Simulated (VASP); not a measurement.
Band structure of TiGa (space group P4/mmm). Method: PBEsol GGA, VASP's PBE PAW potentials (set 64) (plane waves; VASP).

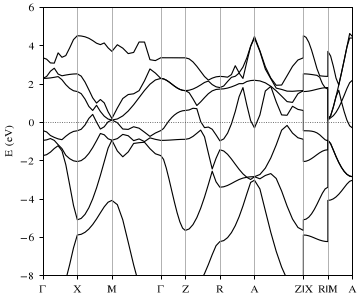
Bands along high-symmetry lines, zero at the valence-band maximum or, without a gap, the Fermi level

Question: Read the plot: is there a gap, and where are the band edges?

Answer: It has no gap at this level: it comes out as a metal or semimetal. (Edges off the drawn lines would not show.)

The structure comes from a computed database's TiGa entry (P4/mmm); how it stands against other phases isn't given here. It was relaxed first. The electron count is odd and the run is not spin-polarised, which forces a metal.
